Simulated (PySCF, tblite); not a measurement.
# C₇H₁₁N: a rotation path, then NMR shifts on frames, part 2 of 2

tblite 0.8.0 and PySCF 2.14.0. Atoms count from 0. Earlier steps stand in the parts before.

**5. NMR shieldings: image 4, PBE0/pcSseg-1**

What the job is given:

```
{"job": {"kind": "nmr", "xc": "PBE0", "basis": "pcSseg-1", "pop": false}, "charge": 0, "multiplicity": 1}
C     -1.652000    -1.082200     1.420000
C     -1.115300    -0.011900     0.874200
C     -1.606600     1.375300     0.564200
C     -0.268400     1.657900    -0.143300
C      0.238100     0.256400     0.261000
C      0.668200    -0.692600    -0.867500
C      2.069100    -1.181200    -0.661500
N      3.042900    -1.122800    -1.446800
H     -2.661600    -1.086100     1.794600
H     -1.098200    -2.001900     1.518100
H     -1.793900     1.987400     1.445500
H     -2.486200     1.410200    -0.077500
H     -0.363300     1.794400    -1.218600
H      0.305800     2.485600     0.266900
H      1.027600     0.303700     1.016800
H      0.001400    -1.559800    -0.874600
H      0.583300    -0.197600    -1.838700
H      2.259200    -1.635700     0.308400
H      2.840100    -0.689700    -2.348600
```

With the program's defaults for keys left out, this is: GIAO PBE0/pcSseg-1 NMR shielding, non-relativistic, gas phase.

Standard output:

```text
coarse grid: 15488 points
cycle   1  E = -327.4931463734  dE =  1.097e+00  |g| = 4.839e-01  |ddm| = 3.970e+00
cycle   2  E = -327.4626571014  dE =  3.049e-02  |g| = 6.312e-01  |ddm| = 1.084e+00
cycle   3  E = -327.5508585874  dE = -8.820e-02  |g| = 1.343e-01  |ddm| = 6.195e-01
cycle   4  E = -327.5548039413  dE = -3.945e-03  |g| = 3.558e-02  |ddm| = 1.318e-01
cycle   5  E = -327.5550969351  dE = -2.930e-04  |g| = 6.151e-03  |ddm| = 4.331e-02
cycle   6  E = -327.5551035016  dE = -6.567e-06  |g| = 3.027e-03  |ddm| = 9.560e-03
final grid: 148544 points
cycle   7  E = -327.6034613141  dE = -4.340e-05  |g| = 1.089e-02  |ddm| = 4.217e-02
cycle   8  E = -327.6034319613  dE =  2.935e-05  |g| = 1.537e-02  |ddm| = 2.606e-02
cycle   9  E = -327.6034910508  dE = -5.909e-05  |g| = 2.485e-03  |ddm| = 1.567e-02
cycle  10  E = -327.6034925786  dE = -1.528e-06  |g| = 1.975e-04  |ddm| = 1.995e-03
cycle  11  E = -327.6034925854  dE = -6.843e-09  |g| = 1.147e-04  |ddm| = 2.651e-04
cycle  12  E = -327.6034925881  dE = -2.732e-09  |g| = 3.571e-05  |ddm| = 1.058e-04
cycle  13  E = -327.6034925884  dE = -2.439e-10  |g| = 1.576e-05  |ddm| = 4.289e-05
converged SCF energy = -327.6034925884

GIAO shielding tensors (ppm)
atom      isotropic    diamagn.    paramagn.     s11        s22        s33       span
  0 C       73.353     253.527    -180.175    -38.446     94.431    164.073    202.518
  1 C       20.861     263.078    -242.216    -92.113     12.311    142.386    234.499
  2 C      157.797     250.317     -92.520    145.235    154.896    173.259     28.024
  3 C      159.051     250.888     -91.838    136.045    160.253    180.853     44.808
  4 C      148.022     248.874    -100.852    135.954    145.265    162.847     26.893
  5 C      128.192     248.686    -120.494    106.790    127.311    150.475     43.685
  6 C        9.751     252.833    -243.082   -109.833     22.300    116.784    226.617
  7 N      -86.778     319.748    -406.527   -397.705    -75.666    213.037    610.742
  8 H       26.460      29.493      -3.033     23.409     25.632     30.338      6.928
  9 H       26.373      32.322      -5.948     22.775     25.611     30.734      7.959
 10 H       28.872      29.377      -0.505     25.349     27.031     34.237      8.888
 11 H       28.908      29.936      -1.028     25.448     26.994     34.282      8.835
 12 H       30.084      32.147      -2.063     27.069     28.900     34.283      7.214
 13 H       29.240      30.997      -1.757     26.379     27.007     34.333      7.954
 14 H       28.911      33.657      -4.746     26.032     28.262     32.438      6.407
 15 H       28.882      32.531      -3.648     26.151     29.494     31.001      4.850
 16 H       29.815      33.553      -3.738     26.747     29.690     33.008      6.260
 17 H       23.961      29.741      -5.780     21.210     22.383     28.289      7.078
 18 H       21.377      33.867     -12.490     11.678     25.603     26.851     15.172
```

Run time: 26 s. Hardware: 1 thread of Intel Xeon Platinum 8375C at 2.90GHz, shared host; peak memory 0.95 GiB.

In short: δ C6 177.2, C1 166.1, C0 113.6, C5 58.7, H18 10.34, H17 7.76 ppm.

**6. Shielding tensors: image 6, PBE0/pcSseg-1**

What the job is given:

```
{"job": {"kind": "nmr", "xc": "PBE0", "basis": "pcSseg-1", "pop": false}, "charge": 0, "multiplicity": 1}
C     -1.395600    -1.121100     1.458500
C     -1.001700    -0.004400     0.884800
C     -1.654500     1.323400     0.610600
C     -0.409100     1.734200    -0.195700
C      0.267600     0.395400     0.170800
C      0.692700    -0.505700    -0.996700
C      1.852200    -1.371700    -0.607800
N      2.959700    -1.491400    -1.180600
H     -2.373300    -1.220100     1.899600
H     -0.753000    -1.984300     1.513700
H     -1.836100     1.921100     1.502800
H     -2.578800     1.266600     0.036600
H     -0.594900     1.852200    -1.261200
H      0.107700     2.617500     0.173200
H      1.111800     0.528300     0.853500
H     -0.147000    -1.148500    -1.276200
H      0.961000     0.101600    -1.866200
H      1.715500    -1.951800     0.301200
H      3.066100    -0.932000    -2.028300
```

With the program's defaults for keys left out, this is: GIAO PBE0/pcSseg-1 NMR shielding, non-relativistic, gas phase.

Standard output:

```text
coarse grid: 15488 points
cycle   1  E = -327.4954207410  dE =  1.095e+00  |g| = 4.821e-01  |ddm| = 3.978e+00
cycle   2  E = -327.4661040831  dE =  2.932e-02  |g| = 6.256e-01  |ddm| = 1.066e+00
cycle   3  E = -327.5527722044  dE = -8.667e-02  |g| = 1.332e-01  |ddm| = 6.078e-01
cycle   4  E = -327.5566323074  dE = -3.860e-03  |g| = 3.610e-02  |ddm| = 1.324e-01
cycle   5  E = -327.5569347549  dE = -3.024e-04  |g| = 5.984e-03  |ddm| = 4.444e-02
cycle   6  E = -327.5569407055  dE = -5.951e-06  |g| = 3.115e-03  |ddm| = 9.334e-03
final grid: 148544 points
cycle   7  E = -327.6046980960  dE = -3.746e-05  |g| = 1.063e-02  |ddm| = 4.160e-02
cycle   8  E = -327.6046682008  dE =  2.990e-05  |g| = 1.527e-02  |ddm| = 2.584e-02
cycle   9  E = -327.6047266289  dE = -5.843e-05  |g| = 2.401e-03  |ddm| = 1.543e-02
cycle  10  E = -327.6047280505  dE = -1.422e-06  |g| = 1.942e-04  |ddm| = 1.925e-03
cycle  11  E = -327.6047280571  dE = -6.568e-09  |g| = 1.131e-04  |ddm| = 2.343e-04
cycle  12  E = -327.6047280597  dE = -2.606e-09  |g| = 3.576e-05  |ddm| = 1.018e-04
cycle  13  E = -327.6047280600  dE = -2.609e-10  |g| = 1.335e-05  |ddm| = 4.282e-05
converged SCF energy = -327.6047280600

GIAO shielding tensors (ppm)
atom      isotropic    diamagn.    paramagn.     s11        s22        s33       span
  0 C       73.034     253.900    -180.867    -37.755     94.485    162.371    200.126
  1 C       21.037     262.490    -241.453    -92.260     11.676    143.695    235.955
  2 C      158.234     250.208     -91.974    145.931    154.904    173.869     27.938
  3 C      162.074     251.514     -89.440    143.984    159.782    182.458     38.475
  4 C      147.155     248.902    -101.747    134.578    146.549    160.339     25.760
  5 C      129.920     249.156    -119.237    103.099    133.778    152.882     49.783
  6 C       10.015     252.537    -242.522   -111.491     19.878    121.658    233.148
  7 N      -86.232     319.098    -405.330   -395.118    -79.022    215.445    610.563
  8 H       26.465      29.549      -3.084     23.496     25.589     30.312      6.816
  9 H       26.277      32.423      -6.146     22.892     25.298     30.641      7.748
 10 H       28.877      29.337      -0.460     25.348     27.057     34.226      8.878
 11 H       28.933      29.850      -0.916     25.498     26.988     34.313      8.815
 12 H       30.105      31.918      -1.812     27.132     28.791     34.393      7.261
 13 H       29.347      30.933      -1.586     26.392     27.037     34.611      8.219
 14 H       28.924      33.508      -4.584     25.899     28.677     32.197      6.298
 15 H       28.926      32.347      -3.420     26.935     29.321     30.523      3.588
 16 H       29.962      33.465      -3.502     26.546     29.620     33.720      7.173
 17 H       23.842      30.436      -6.595     21.058     22.000     28.468      7.410
 18 H       21.355      33.427     -12.073     11.740     25.591     26.733     14.993
```

It took 27 s on 1 thread of Intel Xeon Platinum 8375C at 2.90GHz, shared host; peak memory 0.9 GiB.

In short: δ C6 176.9, C1 165.9, C0 113.9, C5 57.0, H18 10.36, H17 7.88 ppm.

**7. Shielding tensors: image 8, PBE0/pcSseg-1**

What the job is given:

```
{"job": {"kind": "nmr", "xc": "PBE0", "basis": "pcSseg-1", "pop": false}, "charge": 0, "multiplicity": 1}
C     -1.077000    -1.082000     1.632300
C     -0.859600    -0.014200     0.894100
C     -1.700100     1.184700     0.544700
C     -0.494100     1.773400    -0.208600
C      0.325800     0.504300     0.114200
C      0.733900    -0.312500    -1.117400
C      1.508400    -1.535000    -0.728100
N      2.709400    -1.799500    -0.967400
H     -2.025300    -1.242900     2.118500
H     -0.321800    -1.833000     1.791100
H     -2.039500     1.761800     1.403800
H     -2.562800     0.960000    -0.082000
H     -0.660700     1.936800    -1.271200
H     -0.094700     2.684300     0.231300
H      1.210000     0.687800     0.730800
H     -0.167100    -0.617800    -1.655400
H      1.341100     0.317900    -1.775200
H      0.958300    -2.276700    -0.157000
H      3.206200    -1.088100    -1.505800
```

Level: GIAO PBE0/pcSseg-1 NMR shielding, non-relativistic, gas phase.

Standard output:

```text
coarse grid: 15488 points
cycle   1  E = -327.4985927759  dE =  1.092e+00  |g| = 4.789e-01  |ddm| = 3.959e+00
cycle   2  E = -327.4708865346  dE =  2.771e-02  |g| = 6.173e-01  |ddm| = 1.029e+00
cycle   3  E = -327.5553233891  dE = -8.444e-02  |g| = 1.311e-01  |ddm| = 5.770e-01
cycle   4  E = -327.5590314502  dE = -3.708e-03  |g| = 3.716e-02  |ddm| = 1.272e-01
cycle   5  E = -327.5593504008  dE = -3.190e-04  |g| = 6.273e-03  |ddm| = 4.350e-02
cycle   6  E = -327.5593562607  dE = -5.860e-06  |g| = 3.637e-03  |ddm| = 9.461e-03
cycle   7  E = -327.5593594251  dE = -3.164e-06  |g| = 6.658e-04  |ddm| = 3.481e-03
final grid: 148544 points
cycle   8  E = -327.6073996048  dE = -4.652e-05  |g| = 8.595e-03  |ddm| = 3.984e-02
cycle   9  E = -327.6073967372  dE =  2.868e-06  |g| = 9.392e-03  |ddm| = 1.767e-02
cycle  10  E = -327.6074186289  dE = -2.189e-05  |g| = 1.145e-03  |ddm| = 9.392e-03
cycle  11  E = -327.6074189242  dE = -2.953e-07  |g| = 2.911e-04  |ddm| = 1.099e-03
cycle  12  E = -327.6074189439  dE = -1.965e-08  |g| = 7.094e-05  |ddm| = 2.818e-04
cycle  13  E = -327.6074189450  dE = -1.115e-09  |g| = 2.053e-05  |ddm| = 8.857e-05
cycle  14  E = -327.6074189451  dE = -8.640e-11  |g| = 6.688e-06  |ddm| = 2.508e-05
converged SCF energy = -327.6074189451

GIAO shielding tensors (ppm)
atom      isotropic    diamagn.    paramagn.     s11        s22        s33       span
  0 C       69.886     253.906    -184.021    -41.240     91.297    159.601    200.841
  1 C       25.853     261.315    -235.462    -84.670     17.444    144.785    229.455
  2 C      158.671     249.677     -91.006    146.991    153.350    175.672     28.681
  3 C      163.613     252.199     -88.585    147.009    161.376    182.455     35.446
  4 C      143.910     248.174    -104.264    134.945    144.659    152.127     17.182
  5 C      132.613     249.553    -116.940    108.119    130.365    159.355     51.236
  6 C       10.269     252.533    -242.264   -112.381     14.301    128.885    241.266
  7 N      -91.800     319.168    -410.968   -408.998    -85.819    219.418    628.416
  8 H       26.325      29.698      -3.373     23.203     25.501     30.272      7.069
  9 H       26.232      32.256      -6.024     22.758     25.304     30.632      7.874
 10 H       28.948      29.461      -0.513     25.297     27.170     34.376      9.079
 11 H       28.865      29.904      -1.039     25.692     26.895     34.009      8.317
 12 H       30.211      31.603      -1.392     27.288     28.687     34.658      7.370
 13 H       29.431      30.930      -1.499     26.379     27.106     34.809      8.430
 14 H       28.833      33.459      -4.626     25.889     28.399     32.210      6.321
 15 H       29.252      32.093      -2.842     27.340     29.259     31.155      3.815
 16 H       29.983      33.145      -3.161     26.845     29.122     33.984      7.139
 17 H       23.653      30.920      -7.267     20.843     21.828     28.287      7.443
 18 H       21.057      33.343     -12.287     11.115     25.341     26.714     15.599
```

It took 26 s on 1 thread of Intel Xeon Platinum 8375C at 2.90GHz, shared host; peak memory 0.95 GiB.

Key values: δ C6 176.7, C1 161.1, C0 117.0, C5 54.3, H18 10.66, H17 8.06 ppm.

**8. Run by run: NMR shifts**

Shifts (ppm) of some atoms, chosen among heavy atoms and hydrogens apart, with basis size and wall time:

```tsv
frame	C1	C5	C4	C3	H18	H14	N7	functions	time
image 0	161.9	54.1	40.7	23.1	10.88	3.20	366.1	191	35 s
image 2	163.0	56.8	40.4	26.9	10.62	3.01	360.0	191	26 s
image 4	166.1	58.7	38.9	27.9	10.34	2.81	354.5	191	26 s
image 6	165.9	57.0	39.8	24.9	10.36	2.79	354.0	191	27 s
image 8	161.1	54.3	43.0	23.3	10.66	2.88	359.5	191	26 s
```

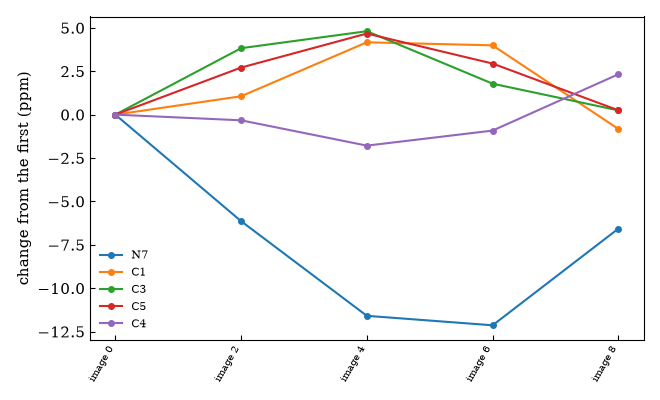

How five of the tabulated atoms move from run to run.

**9. Summary of results**

This closing draws on all 2 parts.

| quantity | value |
| --- | --- |
| barrier | 0.092 eV (2.1 kcal/mol) at image 4 |
| end to end (GFN2-xTB) | 0.025 eV |
| 13C shifts against TMS (PBE0/pcSseg-1, image 0) | 176.8, 161.9, 114.1, 54.1, 40.7, 28.9, 23.1 ppm |
| 1H shifts against TMS (PBE0/pcSseg-1, image 0) | 10.88, 7.70, 5.28, 5.26, 3.20, 2.83, 2.75, 2.75, 2.12, 1.65, 1.52 ppm |
| 15N shifts against NH3 (PBE0/pcSseg-1, image 0) | 366.1 ppm |
| surface potential, least and greatest | -1.94 V and 1.22 V |
| range of the shift of N7 | 354.0 to 366.1 ppm |

Along the band the dihedral turns by 110°, and the top (dihedral 125°) lies 2.1 kcal/mol above the start (GFN2-xTB, rough), so at room temperature this motion is fast. Ends this close can change order at a higher level. The top was not checked by a frequency run. Shifts at one fixed geometry are not the observed spectrum, which averages over the motion. In the first frame run (image 0): Shielding is most anisotropic at N7 (span 648 ppm, paramagnetic term -419 ppm). Across the 5 runs the shift of N7 moves most, between 354.0 (image 6) and 366.1 ppm (image 0).
